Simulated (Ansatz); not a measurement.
**InH3+ (doublet): correlated methods under varied settings at scale of all distances = 2.402**

What do other methods and options give for InH3+ (doublet) at this geometry, and how long do they take?

Computed with Ansatz 0.2.0, Gaussian basis. Level: the settings change from run to run.

27 further runs of the same task are left out: 9 for a known fault of the program, 14 that didn't finish, 4 set aside as unsound or not needed.

## 1. The system

The geometry derives from a PBE0/def2-TZVP stationary point (not a proven minimum). All distances are scaled together. No spin-orbit coupling is included. Elements past krypton take def2 core potentials.

4 atoms, charge 1, spin multiplicity 2.

Atoms are counted from 1 here; the program's logs count them from 0.

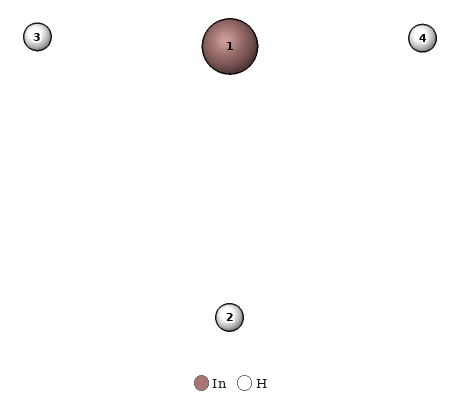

The geometry (indium brown, hydrogen white); atoms are numbered from 1 in the order of the file.

Geometry (Å):

```xyz
4
H3In
In    0.0000   -0.0451    0.0013
H     0.0000    5.6040   -0.1644
H     0.0000   -0.3466   -3.9951
H     0.0000   -0.1161    4.0082
```

## 2. CASSCF(5,6)/def2-SVP

Contents of in.yaml:

```yaml
crystal:
  periodic: [false, false, false]
  atoms:
    - {symbol: In, position_ang: [0.000000, -0.045133, 0.001328]}
    - {symbol: H, position_ang: [0.000000, 5.603984, -0.164381]}
    - {symbol: H, position_ang: [0.000000, -0.346584, -3.995076]}
    - {symbol: H, position_ang: [0.000000, -0.116103, 4.008157]}
basis:
  gaussian: {orbitals: def2-SVP}
total_charge: 1
magnetization: {spin_polarized: false, initial_magnetization: 1}
correlation: {active_space: {window: {electrons: 5, orbitals: 6}, states: [{multiplicity: 2, weights: [1, 1]}, {multiplicity: 4, weights: [1]}], root: 0}}
output: {forces: true}
```

Launch:

```bash
$ ansatz run in.yaml --threads 1 --pin off --events-out ev --progress --plain --max-ram 2393MiB
```

Output:

```text
Functional definition: HF
  name "HF"
  cite "Fock, Z. Phys. 61, 126 (1930) doi:10.1007/BF01340294"
  parent pbe
  exchange = exact_x
  correlation = 0
783 factors; integrals over basis functions are off by at most 1.8e-7 eV
mean field evaluation 1: about -5172.0641 eV, gradient 6.8e0 eV
mean field evaluation 2: about -5172.0668 eV, gradient 6.8e0 eV
mean field evaluation 4: about -5168.1489 eV, gradient 1.7e1 eV
mean field evaluation 8: about -5176.8892 eV, gradient 3.6e0 eV
mean field evaluation 16: about -5177.0213 eV, gradient 6.7e0 eV
mean field evaluation 32: about -5177.6066 eV, gradient 9.0e-2 eV
mean field evaluation 64: about -5177.1059 eV, gradient 1.3e0 eV
mean field evaluation 96: about -5177.1221 eV, gradient 1.9e-2 eV
mean field -5177.60676128 eV, -190.2735389690 hartree, gradient 1.4e-6 eV, S^2 0.750000; 5 other end points of the search recorded, 0 dependent functions left out
reference -5177.60676128 eV, -190.2735389690 hartree; 12, 11 occupied and 29, 30 virtual orbitals, 783 factors
state -5184.73330082 eV, -190.5354344668 hartree
state -5184.73322382 eV, -190.5354316370 hartree
state -5184.73322501 eV, -190.5354316808 hartree
the calculation of the forces begins
Total energy: -5184.73330082 eV, -190.5354344668 hartree
Atom 0 at     0.000000    -0.045133     0.001328 Å, force     0.000000     0.000832    -0.000028 eV/Å
Atom 1 at     0.000000     5.603984    -0.164381 Å, force     0.000000    -0.001345     0.000039 eV/Å
Atom 2 at     0.000000    -0.346584    -3.995076 Å, force    -0.000000     0.000382     0.004364 eV/Å
Atom 3 at     0.000000    -0.116103     4.008157 Å, force    -0.000000     0.000131    -0.004375 eV/Å
Dipole moment:    -0.000000    -0.099886     0.002946 e Å
```

Wall time 17 s (1 thread of Intel Xeon at 2.50GHz, shared host).

From the report: 300 determinants; active occupations (of the averaged states) 1.93, 1.00, 1.00, 1.00, 0.04, 0.04.

## 3. CISD/def2-SVP

Changes to in.yaml since step 2:

```diff
@@ -11,3 +11,3 @@
 magnetization: {spin_polarized: false, initial_magnetization: 1}
-correlation: {active_space: {window: {electrons: 5, orbitals: 6}, states: [{multiplicity: 2, weights: [1, 1]}, {multiplicity: 4, weights: [1]}], root: 0}}
+correlation: {active_space: {ras: {orbitals: [7, 1, 29], electrons: 15, max_holes: 2, max_particles: 2}, fixed_orbitals: true}}
 output: {forces: true}
```

Same command.

Output, cut to the lines that bear on the results:

```text
Functional definition: HF
  name "HF"
  cite "Fock, Z. Phys. 61, 126 (1930) doi:10.1007/BF01340294"
  parent pbe
[...]
492 factors; integrals over basis functions are off by at most 5.3e-4 eV
[...]
mean field -5177.60676411 eV, -190.2735390731 hartree, gradient 1.4e-6 eV, S^2 0.750000; 5 other end points of the search recorded, 0 dependent functions left out
reference -5177.60676411 eV, -190.2735390731 hartree; 12, 11 occupied and 29, 30 virtual orbitals, 492 factors
state -5184.72711527 eV, -190.5352071519 hartree
[...]
Total energy: -5184.72711527 eV, -190.5352071519 hartree
Atom 0 at     0.000000    -0.045133     0.001328 Å, force    -0.000000     0.003002    -0.000100 eV/Å
Atom 1 at     0.000000     5.603984    -0.164381 Å, force    -0.000000    -0.001518     0.000045 eV/Å
Atom 2 at     0.000000    -0.346584    -3.995076 Å, force     0.000000    -0.000851    -0.003792 eV/Å
Atom 3 at     0.000000    -0.116103     4.008157 Å, force    -0.000000    -0.000632     0.003847 eV/Å
Dipole moment:    -0.000000    -0.096570     0.002881 e Å
```

Wall time 19 s (1 thread of Intel Xeon at 2.50GHz, shared host).

From the report: 55,331 determinants.

## 4. CCSD on ROHF/def2-TZVP

Changes to in.yaml since step 3:

```diff
@@ -8,6 +8,7 @@
 basis:
-  gaussian: {orbitals: def2-SVP}
+  gaussian: {orbitals: def2-TZVP}
 total_charge: 1
 magnetization: {spin_polarized: false, initial_magnetization: 1}
-correlation: {active_space: {ras: {orbitals: [7, 1, 29], electrons: 15, max_holes: 2, max_particles: 2}, fixed_orbitals: true}}
+correlation: {method: ccsd, electrons: outside_noble_gas}
+scf: {lower_state_search: off}
 output: {forces: true}
```

The command is unchanged.

Output, cut to the lines that bear on the results:

```text
Functional definition: HF
  name "HF"
  cite "Fock, Z. Phys. 61, 126 (1930) doi:10.1007/BF01340294"
  parent pbe
[...]
635 factors; integrals over basis functions are off by at most 4.0e-4 eV
[...]
mean field -5177.75804239 eV, -190.2790984474 hartree, gradient 4.5e-6 eV, S^2 0.750000; 0 other end points of the search recorded, 0 dependent functions left out
9 core orbitals not correlated: weight in the atoms' cores, before any rotation towards them, 1.000 or more for the frozen orbitals, at most 0.000 for the correlated occupied ones
reference -5177.75804239 eV, -190.2790984474 hartree; 3, 2 occupied and 56, 57 virtual orbitals, 635 factors
second order -8.80350462 eV of doubles, -0.00000014 eV of singles
cycle   1  -2.85176192 eV  change    -1.2e0 eV  update   1.7e-1
[...]
cycle  22  -7.38741860 eV  change   -9.7e-7 eV  update   1.8e-7
WARN: these amplitudes may be one of several solutions (largest doubles amplitude 1.05, level shift 14.83 eV)
[...]
Total energy: -5185.14546099 eV, -190.5505810736 hartree
Atom 0 at     0.000000    -0.045133     0.001328 Å, force    -0.000000     0.002371    -0.000072 eV/Å
Atom 1 at     0.000000     5.603984    -0.164381 Å, force    -0.000000    -0.001400     0.000041 eV/Å
Atom 2 at     0.000000    -0.346584    -3.995076 Å, force     0.000000    -0.000711    -0.007822 eV/Å
Atom 3 at     0.000000    -0.116103     4.008157 Å, force    -0.000000    -0.000260     0.007853 eV/Å
Dipole moment:    -0.000000    -0.099059     0.002925 e Å
Checks for a lower state left out: starts, cluster_reference, orbital_swaps, neighbouring_geometries, increment
```

It took 24 s on 1 thread of Intel Xeon at 2.50GHz, shared host; peak memory 0.33 GiB.

From the report: correlation -7.3874 eV; T1 0.127; largest double amplitude 1.05. The report flags that the cluster equations may have other roots.

## 5. CASSCF(3,5)/def2-SVP

Changes to in.yaml since step 4:

```diff
@@ -8,7 +8,6 @@
 basis:
-  gaussian: {orbitals: def2-TZVP}
+  gaussian: {orbitals: def2-SVP}
 total_charge: 1
 magnetization: {spin_polarized: false, initial_magnetization: 1}
-correlation: {method: ccsd, electrons: outside_noble_gas}
-scf: {lower_state_search: off}
+correlation: {active_space: {window: {electrons: 3, orbitals: 5}}}
 output: {forces: true}
```

The command is unchanged.

Output, cut to the lines that bear on the results:

```text
Functional definition: HF
  name "HF"
  cite "Fock, Z. Phys. 61, 126 (1930) doi:10.1007/BF01340294"
  parent pbe
[...]
492 factors; integrals over basis functions are off by at most 5.3e-4 eV
[...]
mean field -5177.60676411 eV, -190.2735390731 hartree, gradient 1.4e-6 eV, S^2 0.750000; 5 other end points of the search recorded, 0 dependent functions left out
reference -5177.60676411 eV, -190.2735390731 hartree; 12, 11 occupied and 29, 30 virtual orbitals, 492 factors
state -5184.14042305 eV, -190.5136466105 hartree
[...]
Total energy: -5184.14042305 eV, -190.5136466105 hartree
Atom 0 at     0.000000    -0.045133     0.001328 Å, force    -0.000000     0.001036    -0.000034 eV/Å
Atom 1 at     0.000000     5.603984    -0.164381 Å, force    -0.000000    -0.001358     0.000040 eV/Å
Atom 2 at     0.000000    -0.346584    -3.995076 Å, force    -0.000000     0.000245     0.002920 eV/Å
Atom 3 at     0.000000    -0.116103     4.008157 Å, force     0.000000     0.000077    -0.002925 eV/Å
Dipole moment:    -0.000000    -0.099877     0.002946 e Å
```

It took 34 s on 1 thread of Intel Xeon at 2.50GHz, shared host.

From the report: 50 determinants; active occupations 1.01, 1.00, 0.99, 0.00, 0.00.

## 6. CISD/def2-SVPD

Changes to in.yaml since step 5:

```diff
@@ -8,6 +8,6 @@
 basis:
-  gaussian: {orbitals: def2-SVP}
+  gaussian: {orbitals: def2-SVPD}
 total_charge: 1
 magnetization: {spin_polarized: false, initial_magnetization: 1}
-correlation: {active_space: {window: {electrons: 3, orbitals: 5}}}
-output: {forces: true}
+correlation: {active_space: {ras: {orbitals: [2, 1, 44], electrons: 5, max_holes: 2, max_particles: 2}, fixed_orbitals: true}}
+accuracy: high
```

Same command.

Output:

```text
Functional definition: HF
  name "HF"
  cite "Fock, Z. Phys. 61, 126 (1930) doi:10.1007/BF01340294"
  parent pbe
  exchange = exact_x
  correlation = 0
1200 factors; integrals over basis functions are off by at most 6.0e-9 eV
mean field evaluation 1: about -5172.1343 eV, gradient 6.9e0 eV
mean field evaluation 2: about -5172.1354 eV, gradient 6.8e0 eV
mean field evaluation 4: about -5168.2056 eV, gradient 1.8e1 eV
mean field evaluation 8: about -5176.9532 eV, gradient 3.7e0 eV
mean field evaluation 16: about -5177.5222 eV, gradient 1.1e-8 eV
mean field evaluation 32: about -5177.5824 eV, gradient 1.9e0 eV
mean field evaluation 64: about -5177.2298 eV, gradient 2.4e0 eV
mean field evaluation 96: about -5177.2874 eV, gradient 1.3e-7 eV
mean field -5177.62870542 eV, -190.2743454013 hartree, gradient 1.9e-8 eV, S^2 0.750000; 5 other end points of the search recorded, 0 dependent functions left out
reference -5177.62870542 eV, -190.2743454013 hartree; 12, 11 occupied and 44, 45 virtual orbitals, 1200 factors
state -5184.47238350 eV, -190.5258459319 hartree
Total energy: -5184.47238350 eV, -190.5258459319 hartree
```

It took 11 s on 1 thread of Intel Xeon at 2.50GHz, shared host.

From the report: 12,629 determinants.

## 7. CCSDT(Q)/B/def2-SVP

Contents of in.yaml:

```yaml
crystal:
  periodic: [false, false, false]
  atoms:
    - {symbol: In, position_ang: [0.000000, -0.045133, 0.001328]}
    - {symbol: H, position_ang: [0.000000, 5.603984, -0.164381]}
    - {symbol: H, position_ang: [0.000000, -0.346584, -3.995076]}
    - {symbol: H, position_ang: [0.000000, -0.116103, 4.008157]}
basis:
  gaussian: {orbitals: def2-SVP}
total_charge: 1
magnetization: {spin_polarized: false, initial_magnetization: 1}
hamiltonian: {xc: {name: B3LYP}}
correlation: {method: ccsdt_q_b, electrons: outside_noble_gas}
scf: {lower_state_search: full}
```

Same command.

Output, cut to the lines that bear on the results:

```text
Functional definition: B3LYP
  name "B3LYP"
  cite "Stephens, Devlin, Chabalowski & Frisch, J. Phys. Chem. 98, 11623 (1994) doi:10.1021/j100096a001"
  cite "Becke, Phys. Rev. A 38, 3098 (1988) doi:10.1103/PhysRevA.38.3098"
  cite "Lee, Yang & Parr, Phys. Rev. B 37, 785 (1988) doi:10.1103/PhysRevB.37.785"
  cite "Vosko, Wilk & Nusair, Can. J. Phys. 58, 1200 (1980) doi:10.1139/p80-159"
[...]
783 factors; integrals over basis functions are off by at most 1.8e-7 eV
[...]
mean field -5207.82381023 eV, -191.3839950361 hartree, gradient 2.4e-6 eV, S^2 0.750000; 7 other end points of the search recorded, 0 dependent functions left out
unrestricted determinant -5184.14038590 eV, -190.5136452453 hartree, S^2 1.7500
9 core orbitals not correlated: weight in the atoms' cores, before any rotation towards them, 1.000 or more for the frozen orbitals, at most 0.000 for the correlated occupied ones
reference -5177.18379550 eV, -190.2579952633 hartree; 3, 2 occupied and 29, 30 virtual orbitals, 783 factors
second order -11.50270458 eV of doubles, -0.23179136 eV of singles
cycle   1  -3.17525378 eV  change    -1.3e0 eV  update   1.6e-1
[...]
cycle  26  -7.68088159 eV  change   -1.9e-7 eV  update   4.4e-8
perturbative correction 0.00102293 eV, 0.0000375919 hartree
WARN: these amplitudes may be one of several solutions (largest doubles amplitude 1.01, level shift 17.06 eV)
Total energy: -5184.86365416 eV, -190.5402248635 hartree
```

Run time: 44 s. Hardware: 1 thread of Intel Xeon at 2.50GHz, shared host.

From the report: correlation -7.6799 eV; T1 0.081; largest double amplitude 1.01. The orbitals are Kohn-Sham ones, so correlation energy and T1 don't compare with those on Hartree-Fock orbitals. The report flags that the cluster equations may have other roots.

## 8. NEVPT2(3,2)/def2-SVP

Changes to in.yaml since step 7:

```diff
@@ -11,4 +11,2 @@
 magnetization: {spin_polarized: false, initial_magnetization: 1}
-hamiltonian: {xc: {name: B3LYP}}
-correlation: {method: ccsdt_q_b, electrons: outside_noble_gas}
-scf: {lower_state_search: full}
+correlation: {method: sc_nevpt2, electrons: all, active_space: {window: {electrons: 3, orbitals: 2}}}
```

The command is unchanged.

Output, cut to the lines that bear on the results:

```text
Functional definition: HF
  name "HF"
  cite "Fock, Z. Phys. 61, 126 (1930) doi:10.1007/BF01340294"
  parent pbe
[...]
492 factors; integrals over basis functions are off by at most 5.3e-4 eV
[...]
mean field -5177.60676411 eV, -190.2735390731 hartree, gradient 1.4e-6 eV, S^2 0.750000; 5 other end points of the search recorded, 0 dependent functions left out
reference -5177.60676411 eV, -190.2735390731 hartree; 12, 11 occupied and 29, 30 virtual orbitals, 492 factors
state -5177.60676411 eV, -190.2735390731 hartree
state -5177.60676411 eV, -190.2735390731 hartree; corrected -5182.60342246 eV, -190.4571628805 hartree
state -5177.43484171 eV, -190.2672210415 hartree
state -5177.43484171 eV, -190.2672210415 hartree; corrected -5182.58857484 eV, -190.4566172408 hartree
state -5177.60676411 eV, -190.2735390731 hartree; corrected -5182.60342246 eV, -190.4571628805 hartree
state -5177.43393396 eV, -190.2671876824 hartree
state -5177.43393396 eV, -190.2671876824 hartree; corrected -5182.58303662 eV, -190.4564137147 hartree
state -5177.60676411 eV, -190.2735390731 hartree; corrected -5182.60342246 eV, -190.4571628805 hartree
state -5177.12304436 eV, -190.2557627002 hartree
state -5177.12304436 eV, -190.2557627002 hartree; corrected -5182.93237845 eV, -190.4692517904 hartree
state -5177.12304436 eV, -190.2557627002 hartree; corrected -5182.93237845 eV, -190.4692517904 hartree
the orbitals are reached from a further start. From the first start the search ends at -5177.60676411 eV, -190.2735390731 hartree
WARN: 1 active orbitals are nearly empty or full. The corrections depend on them more than the energy does, and are more stable in an active space without them
WARN: the results are in doubt because another end's mean lies 0.484 eV lower, and its corrected mean 0.329 eV higher
Total energy: -5182.93237845 eV, -190.4692517904 hartree
In doubt: another end's mean lies 0.484 eV lower, and its corrected mean 0.329 eV higher
```

It took 7.5 s on 1 thread of Intel Xeon at 2.50GHz, shared host.

From the report: 2 determinants; active occupations 2.00, 1.00. The program marks this result as in doubt; its last lines say why.

## 9. CCSD(T) on ROHF/def2-SVP

Changes to in.yaml since step 8:

```diff
@@ -11,2 +11,4 @@
 magnetization: {spin_polarized: false, initial_magnetization: 1}
-correlation: {method: sc_nevpt2, electrons: all, active_space: {window: {electrons: 3, orbitals: 2}}}
+correlation: {method: ccsd_t, electrons: outside_noble_gas}
+accuracy: high
+scf: {omitted_lower_state_checks: [cluster_reference]}
```

Launched as before.

Output, cut to the lines that bear on the results:

```text
Functional definition: HF
  name "HF"
  cite "Fock, Z. Phys. 61, 126 (1930) doi:10.1007/BF01340294"
  parent pbe
[...]
836 factors; integrals over basis functions are off by at most 3.9e-9 eV
[...]
mean field -5177.60676131 eV, -190.2735389703 hartree, gradient 2.3e-8 eV, S^2 0.750000; 5 other end points of the search recorded, 0 dependent functions left out
9 core orbitals not correlated: weight in the atoms' cores, before any rotation towards them, 1.000 or more for the frozen orbitals, at most 0.000 for the correlated occupied ones
reference -5177.60676131 eV, -190.2735389703 hartree; 3, 2 occupied and 29, 30 virtual orbitals, 836 factors
second order -8.75199329 eV of doubles, -0.00000011 eV of singles
cycle   1  -2.77554956 eV  change    -1.2e0 eV  update   1.7e-1
[...]
cycle  46  -7.37067812 eV  change  -9.8e-11 eV  update  1.7e-10
perturbative correction -0.08819941 eV, -0.0032412686 hartree
WARN: these amplitudes may be one of several solutions (largest doubles amplitude 1.05, level shift 15.11 eV)
Total energy: -5185.06563885 eV, -190.5476476640 hartree
Checks for a lower state left out: cluster_reference
```

It took 9.5 s on 1 thread of Intel Xeon at 2.50GHz, shared host.

From the report: correlation -7.4589 eV; T1 0.126; largest double amplitude 1.05. The report flags that the cluster equations may have other roots.

## 10. CCSDT(Q)/B/def2-SVP

Changes to in.yaml since step 9:

```diff
@@ -10,5 +10,5 @@
 total_charge: 1
-magnetization: {spin_polarized: false, initial_magnetization: 1}
-correlation: {method: ccsd_t, electrons: outside_noble_gas}
-accuracy: high
+magnetization: {spin_polarized: true, initial_magnetization: 1}
+hamiltonian: {xc: {name: r2SCAN}}
+correlation: {method: ccsdt_q_b, electrons: outside_noble_gas}
 scf: {omitted_lower_state_checks: [cluster_reference]}
```

Same command.

Output, cut to the lines that bear on the results:

```text
Functional definition: r2SCAN
  name "r2SCAN"
  cite "Furness, Kaplan, Ning, Perdew & Sun, J. Phys. Chem. Lett. 11, 8208 (2020) doi:10.1021/acs.jpclett.0c02405"
  cite "Furness, Kaplan, Ning, Perdew & Sun, J. Phys. Chem. Lett. 11, 9248 (2020) doi:10.1021/acs.jpclett.0c03077"
  parent r2scan
[...]
783 factors; integrals over basis functions are off by at most 1.8e-7 eV
[...]
mean field -5210.08109649 eV, -191.4669487763 hartree, gradient 8.4e-6 eV, S^2 1.750030; 6 other end points of the search recorded, 0 dependent functions left out
9 core orbitals not correlated: weight in the atoms' cores, before any rotation towards them, 1.000 or more for the frozen orbitals, at most 0.000 for the correlated occupied ones
reference -5183.88006093 eV, -190.5040784790 hartree; 3, 2 occupied and 29, 30 virtual orbitals, 783 factors
second order -0.57259269 eV of doubles, -0.08880794 eV of singles
cycle   1  -0.85929895 eV  change   -2.0e-1 eV  update   5.2e-2
[...]
cycle  24  -0.97194943 eV  change   -4.7e-8 eV  update   5.1e-7
perturbative correction -0.00001401 eV, -0.0000005148 hartree
Total energy: -5184.85202437 eV, -190.5397974766 hartree
Checks for a lower state left out: cluster_reference
```

It took 41 s on 1 thread of Intel Xeon at 2.50GHz, shared host.

From the report: ⟨S²⟩ of the determinant 1.750 (pure doublet: 0.75); correlation -0.9720 eV; T1 0.030; largest double amplitude 0.16. The determinant is far from a pure spin state, so its energy mixes those of several spin states (harmless only where they are near-degenerate, as at dissociation). The orbitals are Kohn-Sham ones, so correlation energy and T1 don't compare with those on Hartree-Fock orbitals.

## 11. The runs in one table

Where basis and cores are those of an earlier FCI/def2-SVP run (-5184.9940 eV), and the state is the same kind, the miss against it is given. † marks a result that the program doubts.

| level | correlated | functions | energy (eV) | from FCI (meV) | time |
| --- | --- | --- | --- | --- | --- |
| CASSCF(5,6)/def2-SVP (lowest root of an average) |  | 41 | -5184.7333 |  | 17 s |
| CISD/def2-SVP | valence | 41 | -5184.7271 |  | 19 s |
| CCSD on ROHF/def2-TZVP † | outside noble gas | 68 | -5185.1455 |  | 24 s |
| CASSCF(3,5)/def2-SVP |  | 41 | -5184.1404 | 853.5 | 34 s |
| CISD/def2-SVPD | outside noble gas | 56 | -5184.4724 |  | 11 s |
| CCSDT(Q)/B/def2-SVP (on B3LYP orbitals) † | outside noble gas | 41 | -5184.8637 | 130.3 | 44 s |
| NEVPT2(3,2)/def2-SVP † | all | 41 | -5182.9324 |  | 7.5 s |
| CCSD(T) on ROHF/def2-SVP † | outside noble gas | 41 | -5185.0656 | -71.7 | 9.5 s |
| CCSDT(Q)/B/def2-SVP (on r2SCAN orbitals) | outside noble gas | 41 | -5184.8520 | 141.9 | 41 s |

## 12. Results

| quantity | value |
| --- | --- |
| runs | 9 |
| quickest | NEVPT2(3,2)/def2-SVP †, 7.5 s |
| slowest | CCSDT(Q)/B/def2-SVP (on B3LYP orbitals) †, 44 s |

In words: Total energies in different bases, with other cores or another treatment of relativity can't be set against each other. CCSDT(Q)/B/def2-SVP (on B3LYP orbitals) † took 6 times as long as NEVPT2(3,2)/def2-SVP †; the jobs differ in more than the method. Among the correlated runs with a miss given, it spans -72 to +142 meV. Hartree-Fock, CASSCF and CASCI lack dynamic correlation by design. Cores frozen from Kohn-Sham orbitals shift the total energy.
